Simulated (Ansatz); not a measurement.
Fields on a plane of ZnAu (CsCl type)

```yaml
crystal:
  lattice:
    - [3.18677, 0.00000, 0.00000]
    - [0.00000, 3.18677, 0.00000]
    - [0.00000, 0.00000, 3.18677]
  atoms:
    - { symbol: Zn, position: [0.50000, 0.50000, 0.50000] }
    - { symbol: Au, position: [0.00000, 0.00000, 0.00000] }
```

The slice is a {210} plane (indices of the conventional cell) through the point (0.000, 0.000, 0.000) (fractional), spanned by u = [100] and v = [021] in vectors of this cell: u (3.19 Å) and v (7.13 Å, at 90° to u). It covers one period; positions are fractions (u, v).

Atoms on it: Au at (0.00, 0.00). Other atoms lie within 1 Å of the plane.

Calculation: PBE (plane waves to 420 eV, PAW, scalar-relativistic; Ansatz, a quantum-chemistry and plane-wave program). k mesh 15×15×15. These are valence fields of a PAW run, semicore shells included where kept as valence: close to a nucleus they are smooth pseudo fields. Spin-orbit coupling is left out, though Au is heavy. ZnAu was relaxed with its symmetry unable to fall.

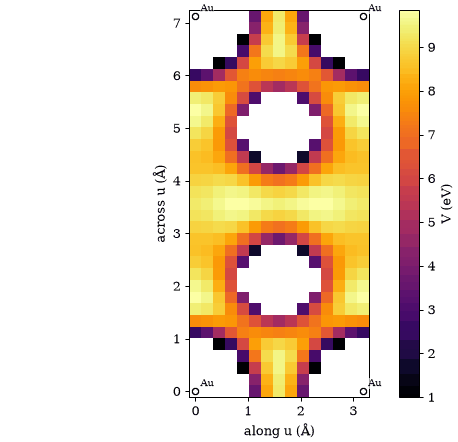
Fig. 1. Electrostatic potential energy of an electron, from the cell's mean, in eV, one period of the plane, atoms marked. Points within 1 Å of a nucleus are left white, as the pseudised field means little there. Values under 1 eV are set to 1. The zero, the cell's mean, hangs on the PAW cores.

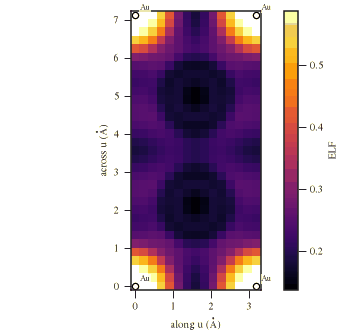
Electron localisation function (ELF), one period of the plane, atoms marked. Points within 0.5 Å of a nucleus are left white, as the pseudised field means little there.
